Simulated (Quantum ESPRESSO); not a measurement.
# Iridium (Fm-3m): electron-phonon coupling

How strong is the electron-phonon coupling in Iridium (Fm-3m)?

Program: Quantum ESPRESSO 7.5. Level of theory: DFT LDA, scalar-relativistic, plane waves, PseudoDojo norm-conserving pseudopotentials. Results are calculated unless marked as measured.

The database entry behind the starting cell differs from later determinations by our own check (0.1 to 0.3 % short, probably kX units), so it need not match the best structure at ambient conditions.

## (1) Set-up

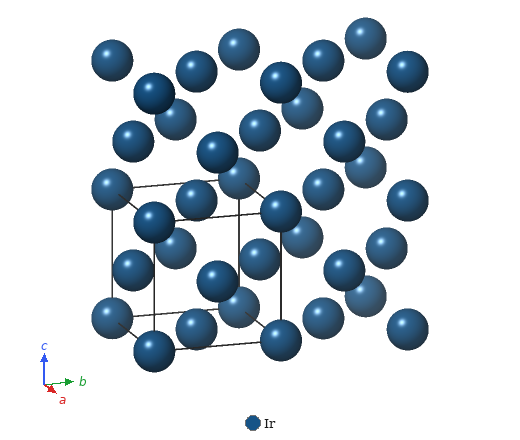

Start, viewed slightly off an axis; iridium blue. 1×2×2 cells are drawn. This picture shows the conventional cell, with its axes. Some periodic images of atoms are drawn too.

## (2) A probe with smearing

Before anything dear is run, a loose run with smearing shows whether this is a metal and how far the cell is from rest.

Input file probe.in:

```
&control
   calculation = 'scf'
   prefix = 'x'
   outdir = './tmp'
   pseudo_dir = './pseudo'
   tprnfor = .true.
   tstress = .true.
   verbosity = 'high'
/
&system
   ibrav = 0
   nat = 1
   ntyp = 1
   ecutwfc = 68.0
   occupations = 'smearing'
   smearing = 'gaussian'
   degauss = 0.01
/
&electrons
   conv_thr = 1.0d-07
   mixing_beta = 0.7
   electron_maxstep = 100
/
ATOMIC_SPECIES
 Ir    192.2170  Ir.upf
CELL_PARAMETERS angstrom
     0.000000000    1.915600000    1.915600000
     1.915600000    0.000000000    1.915600000
     1.915600000    1.915600000    0.000000000
ATOMIC_POSITIONS crystal
 Ir     0.000000000   0.000000000   0.000000000
K_POINTS automatic
 8 8 8 0 0 0
```

Run with:

```bash
$ OMP_NUM_THREADS=1 mpirun -n 4 pw.x -nk 4 -in probe.in > probe.out
```

What it wrote:

```text
[banners, grids, parts of the stress and lines that vanish by symmetry left out]
Program PWSCF v.7.5
     Message from routine setup:
     using ibrav=0 with symmetry is DISCOURAGED, use correct ibrav instead
[...]
kinetic-energy cutoff     =      68.0000  Ry
     charge density cutoff     =     272.0000  Ry
     scf convergence threshold =      1.0E-07
[...]
Exchange-correlation= SLA  PW   NOGX NOGC
                           (   1   4   0   0   0   0   0)
[...]
48 Sym. Ops., with inversion, found
[...]
(     0          1          0      )
                  (     0          0          1      )
[...]
( -0.0000000  1.0000000  0.0000000 )
                  ( -0.0000000  0.0000000  1.0000000 )
[...]
(     1          0         -1      )
                  (     0          0         -1      )
[...]
(  1.0000000 -0.0000000 -0.0000000 )
                  (  0.0000000 -1.0000000 -0.0000000 )
[...]
(    -1          1          0      )
                  (     0          1         -1      )
[...]
( -1.0000000  0.0000000 -0.0000000 )
                  ( -0.0000000  1.0000000 -0.0000000 )
[...]
number of k points=    29  Gaussian smearing, width (Ry)=  0.0100
[...]
End of self-consistent calculation
[...]
the Fermi energy is    25.7668 ev
!    total energy              =    -229.91856582 Ry
[...]
convergence has been achieved in   5 iterations
[...]
atom    1 type  1   force =     0.00000000    0.00000000    0.00000000
[...]
Total force =     0.000000     Total SCF correction =     0.000000
[...]
total   stress  (Ry/bohr**3)                   (kbar)     P=      -52.92
[...]
XML data file, charge density, pseudopotentials, collected wavefunctions

   JOB DONE.
```

The job ended after 1.9 s (4 MPI ranks of Arm Neoverse V1, shared host; 7.3 s of CPU time).

Numbers from this step:

- volume per atom: 14.06 Å³
- pressure: -5.292 GPa
- gap on the k-mesh: 0 eV

No gap opens on this mesh, so smearing is kept; the start stands at -5.3 GPa.

## (3) Relaxing the cell and atoms

The relaxation runs at a cutoff a fifth above that of the response, since stress converges more slowly with the basis than frequencies do. Forces and stress are brought to rest with tight thresholds.

Input file relax.in:

```
&control
   calculation = 'vc-relax'
   prefix = 'x'
   outdir = './tmp'
   pseudo_dir = './pseudo'
   tprnfor = .true.
   tstress = .true.
   forc_conv_thr = 2.0d-05
   etot_conv_thr = 1.0d-07
   nstep = 40
/
&system
   ibrav = 0
   nat = 1
   ntyp = 1
   ecutwfc = 82
   occupations = 'smearing'
   smearing = 'mv'
   degauss = 0.02
/
&electrons
   conv_thr = 1.0d-11
   mixing_beta = 0.7
   electron_maxstep = 100
/
&ions
/
&cell
   press_conv_thr = 0.2
/
ATOMIC_SPECIES
 Ir    192.2170  Ir.upf
CELL_PARAMETERS angstrom
     0.000000000    1.915600000    1.915600000
     1.915600000    0.000000000    1.915600000
     1.915600000    1.915600000    0.000000000
ATOMIC_POSITIONS crystal
 Ir     0.000000000   0.000000000   0.000000000
K_POINTS automatic
 16 16 16 0 0 0
```

Run with:

```bash
$ OMP_NUM_THREADS=1 mpirun -n 4 pw.x -nk 4 -in relax.in > relax.out
```

What it wrote:

```text
[banners, grids, parts of the stress and lines that vanish by symmetry left out]
[banner, memory and clock lines left out]
Program PWSCF v.7.5

[...]
kinetic-energy cutoff     =      82.0000  Ry
     charge density cutoff     =     328.0000  Ry
     scf convergence threshold =      1.0E-11
[...]
energy convergence thresh.=      1.0E-07
     force convergence thresh. =      2.0E-05
     press convergence thresh. =      2.0E-01
     Exchange-correlation= SLA  PW   NOGX NOGC
                           (   1   4   0   0   0   0   0)
[...]
48 Sym. Ops., with inversion, found
[...]
number of k points=   145  Marzari-Vanderbilt smearing, width (Ry)=  0.0200
[...]
End of self-consistent calculation
[...]
the Fermi energy is    25.7377 ev
!    total energy              =    -229.92336559 Ry
[...]
convergence has been achieved in   8 iterations
[...]
atom    1 type  1   force =     0.00000000    0.00000000    0.00000000
     Total force =     0.000000     Total SCF correction =     0.000000
[...]
total   stress  (Ry/bohr**3)                   (kbar)     P=      -66.83
[...]
number of bfgs steps    =   0
[...]
CELL_PARAMETERS (angstrom)
[...]
ATOMIC_POSITIONS (crystal)
Ir               0.0000000000        0.0000000000        0.0000000000
[...]
New effective cutoffs (rho, wfc):  335.20   83.88
[...]
End of self-consistent calculation
[...]
the Fermi energy is    26.8752 ev
!    total energy              =    -229.92335854 Ry
[...]
convergence has been achieved in   6 iterations
[...]
atom    1 type  1   force =     0.00000000    0.00000000    0.00000000
     Total force =     0.000000     Total SCF correction =     0.000000
[...]
total   stress  (Ry/bohr**3)                   (kbar)     P=       72.24
[...]
number of bfgs steps    =   1
[...]
CELL_PARAMETERS (angstrom)
[...]
ATOMIC_POSITIONS (crystal)
Ir               0.0000000000        0.0000000000        0.0000000000
[...]
New effective cutoffs (rho, wfc):  331.36   82.92
[...]
End of self-consistent calculation
[...]
the Fermi energy is    26.2975 ev
!    total energy              =    -229.92373939 Ry
[...]
convergence has been achieved in   5 iterations
[...]
atom    1 type  1   force =     0.00000000    0.00000000    0.00000000
     Total force =     0.000000     Total SCF correction =     0.000000
[...]
total   stress  (Ry/bohr**3)                   (kbar)     P=       -0.78
[...]
number of bfgs steps    =   1
[...]
CELL_PARAMETERS (angstrom)
[...]
ATOMIC_POSITIONS (crystal)
Ir               0.0000000000        0.0000000000        0.0000000000
[...]
New effective cutoffs (rho, wfc):  331.41   82.93
[...]
End of self-consistent calculation
[...]
the Fermi energy is    26.3041 ev
!    total energy              =    -229.92373944 Ry
[...]
convergence has been achieved in   4 iterations
[...]
atom    1 type  1   force =     0.00000000    0.00000000    0.00000000
     Total force =     0.000000     Total SCF correction =     0.000000
[...]
total   stress  (Ry/bohr**3)                   (kbar)     P=        0.01
[...]
bfgs converged in   4 scf cycles and   2 bfgs steps
[...]
End of BFGS Geometry Optimization
     Final enthalpy           =    -229.9237394429 Ry
     File ./tmp/x.bfgs deleted, as requested
[...]
CELL_PARAMETERS (angstrom)
[...]
ATOMIC_POSITIONS (crystal)
Ir               0.0000000000        0.0000000000        0.0000000000
[...]
Final scf calculation at the relaxed structure.
[...]
kinetic-energy cutoff     =      82.0000  Ry
     charge density cutoff     =     328.0000  Ry
     scf convergence threshold =      1.0E-13
[...]
press convergence thresh. =      2.0E-01
     Exchange-correlation= SLA  PW   NOGX NOGC
                           (   1   4   0   0   0   0   0)
[...]
48 Sym. Ops., with inversion, found
[...]
number of k points=   145  Marzari-Vanderbilt smearing, width (Ry)=  0.0200
[...]
End of self-consistent calculation
[...]
the Fermi energy is    26.3041 ev
!    total energy              =    -229.92373874 Ry
[...]
convergence has been achieved in   8 iterations
[...]
atom    1 type  1   force =     0.00000000    0.00000000    0.00000000
     Total force =     0.000000     Total SCF correction =     0.000000
[...]
total   stress  (Ry/bohr**3)                   (kbar)     P=        0.01
[...]
XML data file, charge density, pseudopotentials, collected wavefunctions
```

Wall time 35 s (4 MPI ranks).

Relaxation path:

```csv
step,energy less that of the first step (eV),largest force (eV/Å),pressure (GPa),volume (Å³)
1,0.0000,0.0000,-6.68,14.06
2,0.0001,0.0000,7.22,13.59
3,-0.0051,0.0000,-0.08,13.82
4,-0.0051,0.0000,0.00,13.82
5,-0.0051,0.0000,0.00,13.82
```

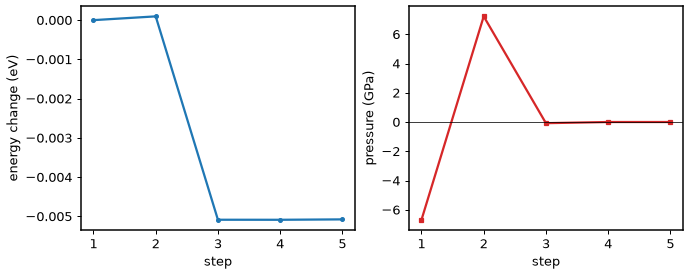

Energy and pressure along the relaxation.

```csv
"conventional cell, symmetrised",before,after,change
a (Å),3.831,3.809,-0.6 %
b (Å),3.831,3.809,-0.6 %
c (Å),3.831,3.809,-0.6 %
volume (Å³/atom),14.06,13.82,-1.7 %
```

Final coordinates:

```
CELL_PARAMETERS angstrom
0.00000 1.90465 1.90465
1.90465 0.00000 1.90465
1.90465 1.90465 0.00000
ATOMIC_POSITIONS crystal
Ir 0.00000 0.00000 0.00000
```

The last row of the table of steps is pw.x's closing run on a basis chosen anew for the final cell, so its energy can jump.

Read from the output:

```
volume per atom : 13.82 Å³
pressure        : 0.001 GPa
```

The volume changes by -1.7 % from the cell with which this run began.

## (4) Self-consistent run for the response

Perturbation theory inherits every error of the wavefunctions, so the threshold is set near the limit of the arithmetic. Smearing stays on, as the first look found no gap above 0.3 eV.

Input file scf.in:

```
&control
   calculation = 'scf'
   prefix = 'x'
   outdir = './tmp'
   pseudo_dir = './pseudo'
   tprnfor = .true.
   tstress = .true.
/
&system
   ibrav = 0
   nat = 1
   ntyp = 1
   ecutwfc = 68.0
   occupations = 'smearing'
   smearing = 'mv'
   degauss = 0.02
/
&electrons
   conv_thr = 1.0d-12
   mixing_beta = 0.7
   electron_maxstep = 100
/
ATOMIC_SPECIES
 Ir    192.2170  Ir.upf
CELL_PARAMETERS angstrom
     0.000000000    1.904647640    1.904647640
     1.904647640    0.000000000    1.904647640
     1.904647640    1.904647640    0.000000000
ATOMIC_POSITIONS crystal
 Ir     0.000000000   0.000000000   0.000000000
K_POINTS automatic
 16 16 16 0 0 0
```

Run with:

```bash
$ OMP_NUM_THREADS=1 mpirun -n 4 pw.x -nk 4 -in scf.in > scf.out
```

What it wrote:

```text
[banners, grids, parts of the stress and lines that vanish by symmetry left out]
[banner, memory and clock lines left out]
Program PWSCF v.7.5

[...]
kinetic-energy cutoff     =      68.0000  Ry
     charge density cutoff     =     272.0000  Ry
     scf convergence threshold =      1.0E-12
[...]
Exchange-correlation= SLA  PW   NOGX NOGC
                           (   1   4   0   0   0   0   0)
[...]
48 Sym. Ops., with inversion, found
[...]
number of k points=   145  Marzari-Vanderbilt smearing, width (Ry)=  0.0200
[...]
End of self-consistent calculation
[...]
the Fermi energy is    26.3041 ev
!    total energy              =    -229.92371308 Ry
[...]
convergence has been achieved in   8 iterations
[...]
atom    1 type  1   force =     0.00000000    0.00000000    0.00000000
     Total force =     0.000000     Total SCF correction =     0.000000
[...]
total   stress  (Ry/bohr**3)                   (kbar)     P=       -0.36
[...]
XML data file, charge density, pseudopotentials, collected wavefunctions
```

Elapsed: 8.2 s, on 4 MPI ranks.

Numbers from this step:

| Property | Result |
| --- | --- |
| pressure | -0.036 GPa |

The cell stands at -0.036 GPa, close enough for phonons.

## (5) Levels on a dense mesh

The coupling is a sum over pairs of states at the Fermi level and needs a much denser mesh than the density does.

scf_fit.in, as its differences from scf.in of step 4:

```diff
@@ -16,5 +16,6 @@
    degauss = 0.02
+   la2F = .true.
 /
 &electrons
-   conv_thr = 1.0d-12
+   conv_thr = 1.0d-10
    mixing_beta = 0.7
@@ -31,2 +32,2 @@
 K_POINTS automatic
- 16 16 16 0 0 0
+ 32 32 32 0 0 0
```

Run with:

```bash
$ OMP_NUM_THREADS=1 mpirun -n 4 pw.x -nk 4 -in scf_fit.in > scf_fit.out
```

What it wrote:

```text
[banners, grids, parts of the stress and lines that vanish by symmetry left out]
[banner, memory and clock lines left out]
Program PWSCF v.7.5

[...]
kinetic-energy cutoff     =      68.0000  Ry
     charge density cutoff     =     272.0000  Ry
     scf convergence threshold =      1.0E-10
[...]
Exchange-correlation= SLA  PW   NOGX NOGC
                           (   1   4   0   0   0   0   0)
[...]
48 Sym. Ops., with inversion, found
[...]
number of k points=   897  Marzari-Vanderbilt smearing, width (Ry)=  0.0200
[...]
End of self-consistent calculation
[...]
the Fermi energy is    26.2713 ev
!    total energy              =    -229.92427607 Ry
[...]
convergence has been achieved in   6 iterations
[...]
atom    1 type  1   force =     0.00000000    0.00000000    0.00000000
     Total force =     0.000000     Total SCF correction =     0.000000
[...]
total   stress  (Ry/bohr**3)                   (kbar)     P=       -4.07
[...]
XML data file, charge density, pseudopotentials, collected wavefunctions
```

Elapsed: 36 s, on 4 MPI ranks.

Numbers from this step:

- pressure: -0.4070 GPa

## (6) Ground state

The run on the dense mesh left its levels for the electron-phonon sums; ph.x needs the ground state on the coarse mesh, so pw.x runs once more in the same folder.

scf.in is that of step 4.

Run with:

```bash
$ OMP_NUM_THREADS=1 mpirun -n 4 pw.x -nk 4 -in scf.in > scf.out
```

What it wrote:

```text
[banners, grids, parts of the stress and lines that vanish by symmetry left out]
[banner, memory and clock lines left out]
Program PWSCF v.7.5

[...]
kinetic-energy cutoff     =      68.0000  Ry
     charge density cutoff     =     272.0000  Ry
     scf convergence threshold =      1.0E-12
[...]
Exchange-correlation= SLA  PW   NOGX NOGC
                           (   1   4   0   0   0   0   0)
[...]
48 Sym. Ops., with inversion, found
[...]
number of k points=   145  Marzari-Vanderbilt smearing, width (Ry)=  0.0200
[...]
End of self-consistent calculation
[...]
the Fermi energy is    26.3041 ev
!    total energy              =    -229.92371308 Ry
[...]
convergence has been achieved in   8 iterations
[...]
atom    1 type  1   force =     0.00000000    0.00000000    0.00000000
     Total force =     0.000000     Total SCF correction =     0.000000
[...]
total   stress  (Ry/bohr**3)                   (kbar)     P=       -0.36
[...]
XML data file, charge density, pseudopotentials, collected wavefunctions
```

The job ended after 8.2 s (4 MPI ranks; 32 s of CPU time).

Read from the output:

| Quantity | Value |
| --- | --- |
| pressure | -0.036 GPa |

(Continued in part 2 of 3.)

[Host names and launcher messages were left out of these logs when they were recorded.]

[Logs are printed without paths, hosts, clocks, repeated set-up lines and the standing remarks that a program may print on its own settings, such as how far it seeks lower states.]

[Hosts, paths, dates, database ids (printed as entryN), source tags and the programs' standing remarks are cut or masked in the printed files.]
